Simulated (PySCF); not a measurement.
## A study: C₆H₁₀O₃, SMILES `CC(=O)OC(C)C(C)=O`

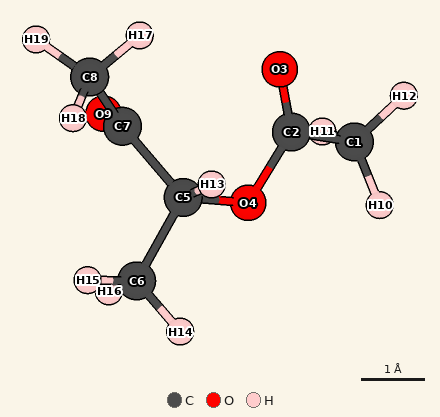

The molecule, with its atoms numbered as below. No frequency check shows the geometry to be a minimum.

Coordinates in Å:

```
C1      -2.9266   -0.0268    0.2876
C2      -1.5328    0.2077   -0.2196
O3      -1.1232    1.2299   -0.7074
O4      -0.7700   -0.8793   -0.0638
C5       0.5977   -0.7192   -0.4442
C6       1.3295   -2.0091   -0.0945
C7       1.2125    0.4557    0.3363
C8       2.1748    1.2938   -0.4520
O9       0.9321    0.6470    1.4886
H10     -3.2251   -1.0539    0.1005
H11     -2.9281    0.1445    1.3627
H12     -3.6129    0.6710   -0.1821
H13      0.6428   -0.5134   -1.5213
H14      0.8631   -2.8471   -0.6055
H15      2.3718   -1.9403   -0.3931
H16      1.2730   -2.1749    0.9782
H17      1.5886    1.9219   -1.1216
H18      2.8328    0.6707   -1.0525
H19      2.7525    1.9293    0.2132
```

### 1. Bonding charge

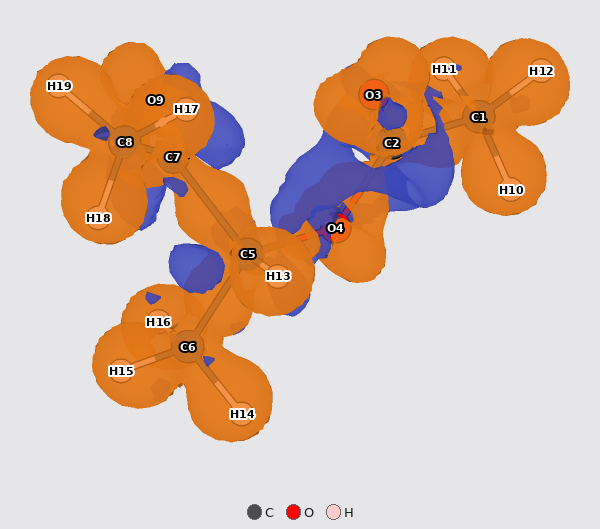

Deformation density (molecule less spherical, spin-averaged free atoms at the same positions), surfaces at ±0.11 e/Å³; orange: gain, blue: loss.

Level of theory: CAM-B3LYP/cc-pVDZ (PySCF), at a geometry from GFN2-xTB.

Describe the bonding that the map shows.

Answer. The five largest and four smallest: C5–H13: +0.74 e/Å³ at the bond critical point (bond length 1.10 Å, Mayer order 0.9). C6–H16: +0.69 e/Å³ at the bond critical point (bond length 1.09 Å, Mayer order 1.0). C1–H12: +0.69 e/Å³ at the bond critical point (bond length 1.09 Å, Mayer order 1.0). C8–H19: +0.69 e/Å³ at the bond critical point (bond length 1.09 Å, Mayer order 1.0). C1–H10: +0.69 e/Å³ at the bond critical point (bond length 1.09 Å, Mayer order 1.0). C1–C2: +0.51 e/Å³ at the bond critical point (bond length 1.50 Å, Mayer order 1.1). C5–C6: +0.46 e/Å³ at the bond critical point (bond length 1.52 Å, Mayer order 1.1). C2–O4: +0.22 e/Å³ at the bond critical point (bond length 1.34 Å, Mayer order 1.2). O4–C5: +0.02 e/Å³ at the bond critical point (bond length 1.43 Å, Mayer order 1.0); up to 0.6 Å beside the axis the gain reaches +0.26 e/Å³. In all, 4.3 electrons gather in the regions of gain relative to the promolecule. A small or negative value marks a very polar bond, one between electron-rich atoms, whose free-atom densities already overlap strongly, a long bond to a heavier atom, or a closed-shell contact such as a hydrogen bond.

Where do the Hirshfeld charges lie?

Answer. The highest Hirshfeld charge is on C2 (+0.22 e), the lowest on O3 (−0.25 e).

### 2. Bond critical points

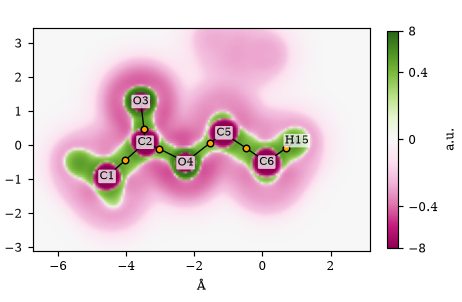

Negative Laplacian of the density (−∇²ρ) in the plane of C1, C2, O3, O4, C5, C6 and H15 (green positive, pink negative, colour scale in a.u., logarithmic beyond ±0.04), with bond paths and bond critical points (dots).

Sort the bonds in the plane by the sign of ∇²ρ at their critical points.

Answer. Concentrated (∇²ρ < 0): C2–O4 (−0.45 a.u.); C6–H15 (−1.00 a.u.); C1–C2 (−0.61 a.u.); C5–C6 (−0.55 a.u.); O4–C5 (−0.40 a.u.). Depleted (∇²ρ > 0): C2–O3 (+0.51 a.u., H = −0.712). A positive Laplacian with clearly negative H marks a strongly polar covalent bond, whose critical point lies close to the core of the less electronegative atom.

Where along C2–O3 does the critical point lie?

Answer. 0.39 Å from C2 and 0.81 Å from O3.

### 3. Local ionisation energy

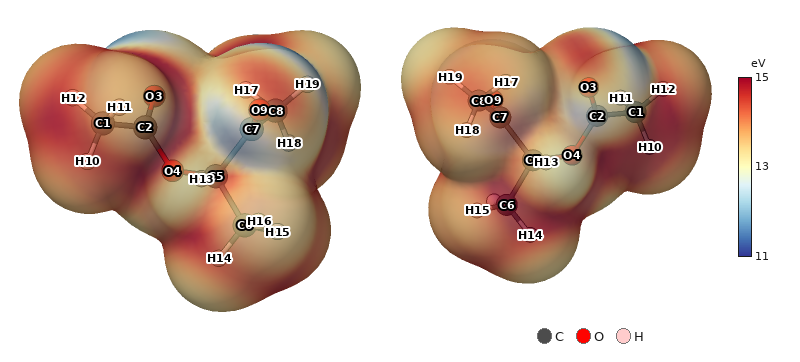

Average local ionisation energy on the surface of electron density 0.001 a.u. (back view left, front view right).

Where are the most loosely bound electrons on this surface?

Answer. The lowest value is 11.5 eV, 1.8 Å from O9. Further minima include 11.8 eV, 1.8 Å from O9; 12.5 eV, about equally far (1.8 Å) from O3 and H13; 13.1 eV, 1.4 Å from H16. For comparison, the highest occupied orbital lies at −8.4 eV.

### 4. Removing or adding an electron

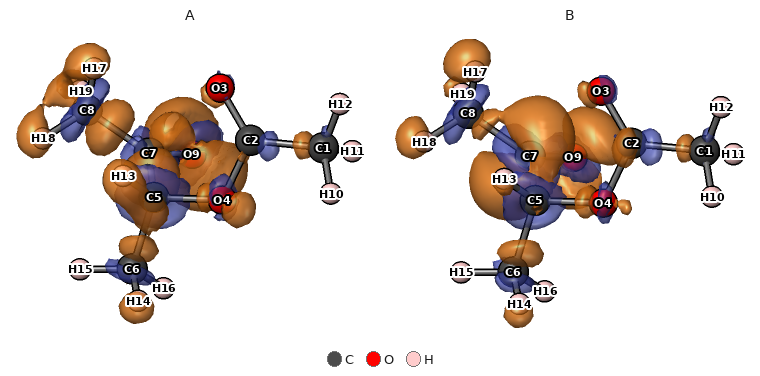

The two Fukui functions at ±0.03 e/Å³ (orange positive, blue negative).

Computed with PySCF, ωB97X/def2-SVP, geometry: GFN2-xTB.

Which panel is f⁻ (electron removed) and which f⁺ (electron added)?

Answer. A is f⁻, B is f⁺. f⁻ (Hirshfeld-condensed) is largest on O9 (0.33); the vertical ionisation energy is 9.48 eV (the stability of the cation's solution wasn't checked). f⁺ (Hirshfeld-condensed) is largest on C7 (0.21) and O9 (0.21); the vertical electron affinity is −1.92 eV (the stability of the anion's solution wasn't checked; negative, but this basis has no diffuse functions, so it doesn't show that the anion is unbound).

What chemical potential and hardness follow from the two energies?

Answer. μ = −(I + A)/2 = −3.78 eV and η = I − A = 11.40 eV.

### 5. Localised orbitals

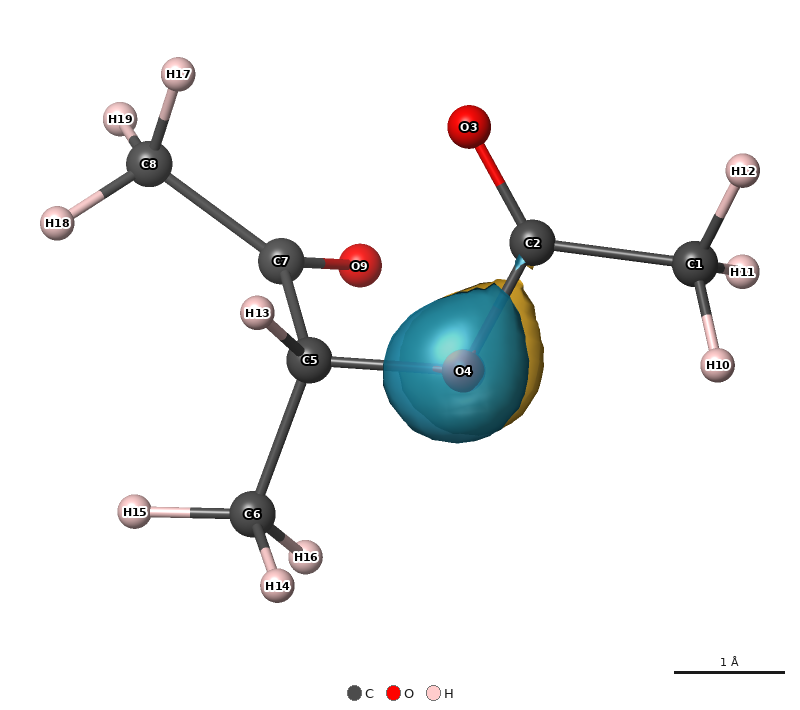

Pipek–Mezey orbitals, occupied; each surface holds about 70 % of the orbital's density. Energies are diagonal elements of the Fock matrix.

Computed with PySCF, BP86/def2-SVP, geometry: GFN2-xTB.

What does this orbital represent?

Answer. Lone pair on O4, partly donated to C2 (O4 87 %, C2 9 %; −9.2 eV).

The PySCF runs shown took 85 s, 7.4 min and 110 s on 1 thread of Intel(R) Xeon(R) Processor @ 2.50GHz (Skylake/Cascade Lake), with other jobs on the host.
